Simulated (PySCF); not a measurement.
# F3GdH2O (Gd(F)3(H2O)): the cost of one run

Computed with PySCF 2.14.0. Level: r2SCAN, Gd lcecp-1-SVP with ECP53, F def2-SVP, O def2-SVP, H def2-SVP; scalar-relativistic core potentials, no spin–orbit coupling.

3 further runs of the same task are left out: 2 for a known fault of the program, 1 set aside as unsound or not needed.

**1. Starting geometry**

7 atoms, charge 0, spin multiplicity 1.

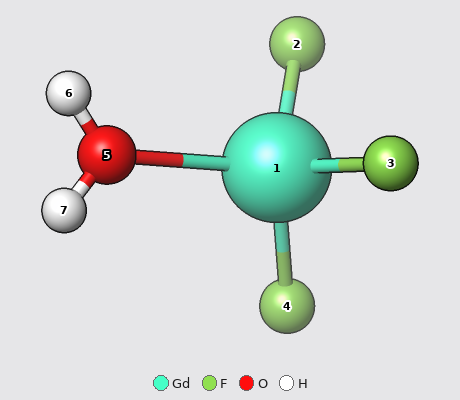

The starting geometry (gadolinium teal, fluorine green, oxygen red, hydrogen white); atoms are numbered from 1 in the order of the file.

Coordinates:

| atom | x (Å) | y (Å) | z (Å) |
| --- | --- | --- | --- |
| Gd1 | 0.00000 | 0.00000 | 0.00000 |
| F2 | 1.21770 | 1.21770 | 1.21770 |
| F3 | -1.21770 | -1.21770 | 1.21770 |
| F4 | 1.21770 | -1.21770 | -1.21770 |
| O5 | -1.42750 | 1.42750 | -1.42750 |
| H6 | -1.76810 | 2.31260 | -1.22370 |
| H7 | -1.76810 | 1.22370 | -2.31260 |

Formal oxidation states: Gd +3. Each metal's 7 4f electrons lie in its core potential, so multiplicities, spins and levels count the valence alone.

**2. SCF at the start, singlet**

run.py (the lines that set the calculation) reads:

```python
mol = gto.M(atom='''
Gd     0.00000     0.00000     0.00000
F      1.21770     1.21770     1.21770
F     -1.21770    -1.21770     1.21770
F      1.21770    -1.21770    -1.21770
O     -1.42750     1.42750    -1.42750
H     -1.76810     2.31260    -1.22370
H     -1.76810     1.22370    -2.31260''',
    basis={'Gd': 'lcecp-1-SVP', 'F': 'def2-SVP', 'O': 'def2-SVP', 'H': 'def2-SVP'},
    ecp={'Gd': 'lcecp-1-SVP'},
    charge=0, spin=0)
mf = dft.RKS(mol, xc='R2SCAN')
mf.grids.atom_grid = (50, 194)  # f atoms: unpruned, at least (60, 302)
mf = mf.density_fit()  # fitting sets: Gd AutoAux, F def2-universal-JKFIT, O def2-universal-JKFIT, H def2-universal-JKFIT
mf.conv_tol = 1e-08; mf.max_cycle = 55
mf.kernel(dm0)  # dm0: free metal ions and neutral atoms
```

The run is started by

```bash
$ OMP_NUM_THREADS=2 python run.py
```

What time and memory should one allow on 2 threads of Intel Xeon Platinum 8259CL at 2.50GHz (Skylake/Cascade Lake), shared host?

About 11 s, with a peak of 0.59 GiB.
